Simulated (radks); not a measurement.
# Filling a jellium sphere with rs = 2.86 bohr, 26 to 29 electrons, part 2 of 2

radks, non-relativistic spin-polarised Kohn-Sham, LDA (Slater exchange, Perdew-Wang correlation), spherically averaged shells. Earlier steps stand in the parts before.

## (5) N = 29

Candidate: add 1f down. Settings:

```ini
kind = jellium
xc = PW
rs = 2.86  # bohr
electrons = 29
background = 29  # e
configuration = 1s2 1p6 1d10 2s2 1f(up 7, down 2)
```

The program writes no log. Results of the run, from its result record (rounded, main fields):

```text
{
  "status": "converged",
  "energy_total [hartree]": -1.59619161,
  "energy_kinetic [hartree]": 3.470051,
  "energy_external [hartree]": -112.4759,
  "energy_hartree [hartree]": 55.16793,
  "energy_xc [hartree]": -5.185125,
  "energy_background [hartree]": 57.42688,
  "orbitals [level, occupation, hartree, mean radius in bohr]": [
    ["1s up", 1, -0.30185, 5.13966],
    ["1p up", 3, -0.252917, 6.24929],
    ["1d up", 5, -0.19433, 7.01796],
    ["2s up", 1, -0.17397, 5.8972],
    ["1f up", 7, -0.127646, 7.69314],
    ["1s down", 1, -0.294108, 4.94178],
    ["1p down", 3, -0.241298, 6.15275],
    ["1d down", 5, -0.180906, 6.99431],
    ["2s down", 1, -0.166325, 6.01809],
    ["1f down", 2, -0.113825, 7.73183]
  ],
  "r2_mean [bohr^2]": 51.09409,
  "mag [bohr magneton]": 5,
  "err": 4.4e-11,
  "spill_out [electrons]": 4.602733
}
```

Candidate: add 2p up. Changed: configuration = 1s2 1p6 1d10 2s2 1f(up 7, down 1) 2p(up 1, down 0).

Result:

```text
{
  "status": "converged",
  "energy_total [hartree]": -1.5822966,
  "energy_kinetic [hartree]": 3.46181,
  "energy_external [hartree]": -112.3747,
  "energy_hartree [hartree]": 55.07692,
  "energy_xc [hartree]": -5.173193,
  "energy_background [hartree]": 57.42688,
  "orbitals [level, occupation, hartree, mean radius in bohr]": [
    ["1s up", 1, -0.304672, 5.25437],
    ["1p up", 3, -0.257808, 6.29171],
    ["1d up", 5, -0.2, 7.03124],
    ["2s up", 1, -0.175411, 5.88926],
    ["1f up", 7, -0.133555, 7.68794],
    ["2p up", 1, -0.102202, 7.21715],
    ["1s down", 1, -0.290589, 5.10987],
    ["1p down", 3, -0.24107, 6.22351],
    ["1d down", 5, -0.182, 7.01632],
    ["2s down", 1, -0.16199, 5.98159],
    ["1f down", 1, -0.115314, 7.73007]
  ],
  "r2_mean [bohr^2]": 51.35593,
  "mag [bohr magneton]": 7,
  "err": 1.8e-09,
  "spill_out [electrons]": 4.767246
}
```

Candidate: add 2p down. Changed: configuration = 1s2 1p6 1d10 2s2 1f(up 7, down 1) 2p(up 0, down 1).

Result:

```text
{
  "status": "converged",
  "energy_total [hartree]": -1.57381084,
  "energy_kinetic [hartree]": 3.461862,
  "energy_external [hartree]": -112.3641,
  "energy_hartree [hartree]": 55.06644,
  "energy_xc [hartree]": -5.164914,
  "energy_background [hartree]": 57.42688,
  "orbitals [level, occupation, hartree, mean radius in bohr]": [
    ["1s up", 1, -0.301444, 5.33897],
    ["1p up", 3, -0.256066, 6.32773],
    ["1d up", 5, -0.198913, 7.0386],
    ["2s up", 1, -0.171299, 5.84634],
    ["1f up", 7, -0.132602, 7.68097],
    ["1s down", 1, -0.295297, 5.01924],
    ["1p down", 3, -0.244011, 6.17914],
    ["1d down", 5, -0.184116, 7.0062],
    ["2s down", 1, -0.166811, 6.03731],
    ["1f down", 1, -0.117255, 7.73818],
    ["2p down", 1, -0.0942563, 7.33462]
  ],
  "r2_mean [bohr^2]": 51.38724,
  "mag [bohr magneton]": 5,
  "err": 1.8e-09,
  "spill_out [electrons]": 4.767429
}
```

Candidate: move 1f down to 2p up: the same state as a run above.

Candidate: move 1f up to 1f down. Changed: configuration = 1s2 1p6 1d10 2s2 1f(up 6, down 3).

Result:

```text
{
  "status": "converged",
  "energy_total [hartree]": -1.58515971,
  "energy_kinetic [hartree]": 3.467532,
  "energy_external [hartree]": -112.4648,
  "energy_hartree [hartree]": 55.15756,
  "energy_xc [hartree]": -5.172303,
  "energy_background [hartree]": 57.42688,
  "orbitals [level, occupation, hartree, mean radius in bohr]": [
    ["1s up", 1, -0.300779, 5.10137],
    ["1p up", 3, -0.251124, 6.23086],
    ["1d up", 5, -0.192195, 7.01255],
    ["2s up", 1, -0.172986, 5.91772],
    ["1f up", 6, -0.125416, 7.69831],
    ["1s down", 1, -0.296134, 4.98324],
    ["1p down", 3, -0.244168, 6.17362],
    ["1d down", 5, -0.18417, 6.99885],
    ["2s down", 1, -0.168426, 5.99024],
    ["1f down", 3, -0.117161, 7.7217]
  ],
  "r2_mean [bohr^2]": 51.11924,
  "mag [bohr magneton]": 3,
  "err": 1.1e-09,
  "spill_out [electrons]": 4.612104
}
```

The cation, at the same background. Changed: electrons = 28, configuration = 1s2 1p6 1d10 2s2 1f(up 7, down 1).

Result:

```text
{
  "status": "converged",
  "energy_total [hartree]": -1.43378159,
  "energy_kinetic [hartree]": 3.406035,
  "energy_external [hartree]": -109.4757,
  "energy_hartree [hartree]": 52.25164,
  "energy_xc [hartree]": -5.042604,
  "energy_background [hartree]": 57.42688,
  "orbitals [level, occupation, hartree, mean radius in bohr]": [
    ["1s up", 1, -0.404346, 5.17509],
    ["1p up", 3, -0.35606, 6.22614],
    ["1d up", 5, -0.297032, 6.94931],
    ["2s up", 1, -0.273364, 5.75153],
    ["1f up", 7, -0.228995, 7.5686],
    ["1s down", 1, -0.394398, 4.93467],
    ["1p down", 3, -0.3414, 6.11],
    ["1d down", 5, -0.280143, 6.91743],
    ["2s down", 1, -0.263902, 5.89453],
    ["1f down", 1, -0.211518, 7.60204]
  ],
  "r2_mean [bohr^2]": 49.39177,
  "mag [bohr magneton]": 6,
  "err": 1.5e-09,
  "spill_out [electrons]": 3.920061
}
```

The anion, at the same background. Changed: electrons = 30, configuration = 1s2 1p6 1d10 2s2 1f(up 7, down 3).

Result:

```text
{
  "status": "converged",
  "energy_total [hartree]": -1.66263275,
  "energy_kinetic [hartree]": 3.520286,
  "energy_external [hartree]": -115.3563,
  "energy_hartree [hartree]": 58.06599,
  "energy_xc [hartree]": -5.319484,
  "energy_background [hartree]": 57.42688,
  "orbitals [level, occupation, hartree, mean radius in bohr]": [
    ["1s up", 1, -0.203519, 5.09895],
    ["1p up", 3, -0.15384, 6.2659],
    ["1d up", 5, -0.0955818, 7.0858],
    ["2s up", 1, -0.0782592, 6.05835],
    ["1f up", 7, -0.0302328, 7.83861],
    ["1s down", 1, -0.19774, 4.94326],
    ["1p down", 3, -0.145, 6.18882],
    ["1d down", 5, -0.0853362, 7.06979],
    ["2s down", 1, -0.0723214, 6.15694],
    ["1f down", 3, -0.019762, 7.88453]
  ],
  "r2_mean [bohr^2]": 53.00206,
  "mag [bohr magneton]": 4,
  "err": 1.3e-10,
  "spill_out [electrons]": 5.368978
}
```

| candidate | configuration | above the lowest (eV) |
| --- | --- | --- |
| add 1f down | 1s2 1p6 1d10 2s2 1f(up 7, down 2) | lowest |
| add 2p up | 1s2 1p6 1d10 2s2 1f(up 7, down 1) 2p(up 1, down 0) | 0.378 |
| add 2p down | 1s2 1p6 1d10 2s2 1f(up 7, down 1) 2p(up 0, down 1) | 0.609 |
| move 1f down to 2p up | 1s2 1p6 1d10 2s2 1f(up 7, down 1) 2p(up 1, down 0) | 0.378 |
| move 1f up to 1f down | 1s2 1p6 1d10 2s2 1f(up 6, down 3) | 0.300 |

Kept: 1s2 1p6 1d10 2s2 1f(up 7, down 2).

## (6) Collected

| N | configuration | unpaired | E/N (eV) | ionisation (eV) | affinity (eV) | second difference (eV) | spill-out (e) |
| --- | --- | --- | --- | --- | --- | --- | --- |
| 26 | 1s2 1p6 1d10 2s2 1f(up 6, down 0) | 6 | -1.490 | 4.61 | 1.89 | -0.145 | 4.34 |
| 27 | 1s2 1p6 1d10 2s2 1f(up 7, down 0) | 7 | -1.501 | 4.72 | 1.49 | 0.411 | 4.42 |
| 28 | 1s2 1p6 1d10 2s2 1f(up 7, down 1) | 6 | -1.496 | 4.28 | 1.66 | -0.157 | 4.51 |
| 29 | 1s2 1p6 1d10 2s2 1f(up 7, down 2) | 5 | -1.498 | 4.42 | 1.81 | - | 4.60 |

The second difference is E(N+1) + E(N-1) - 2E(N) of neutral clusters.

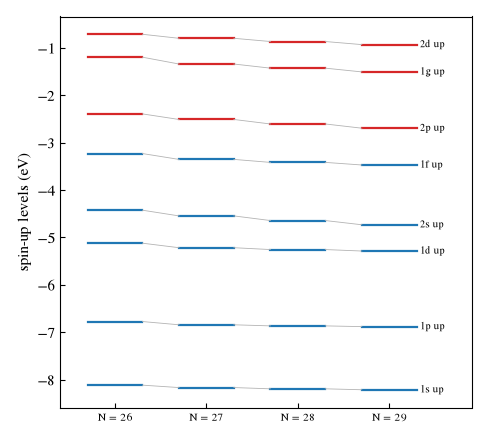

Spin-up levels of the kept configurations; wholly or partly filled blue, empty red.

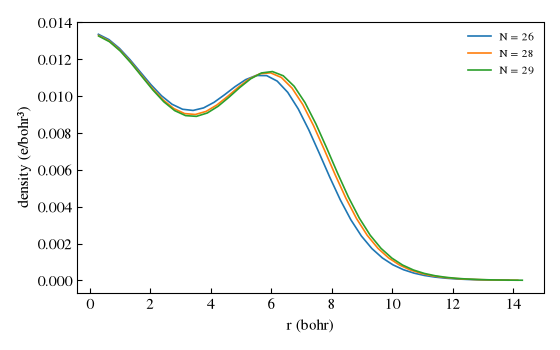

Electron densities along the radius.

## (7) Outcome

This closing draws on all 2 parts.

```
                 quantity                                 value
       closed shells at N                    none in this range
largest second difference  0.411 eV at N = 27 (of N = 26 to 28)
  most unpaired electrons                           7 at N = 27
      ionisation energies                       4.28 to 4.72 eV
  configuration at N = 29     1s2 1p6 1d10 2s2 1f(up 7, down 2)
```

What this shows: No closed-shell configuration falls in this range; the second difference peaks at N = 27, where a shell is half full. Among the lowest states kept at each count, up to 7 electrons are unpaired (N = 27), since exchange favours parallel spins. The ions keep the filling of the neutral cluster, less or plus one electron, without a search of their own. Spherical averaging forbids deformation, and the greedy search can miss a lower configuration.
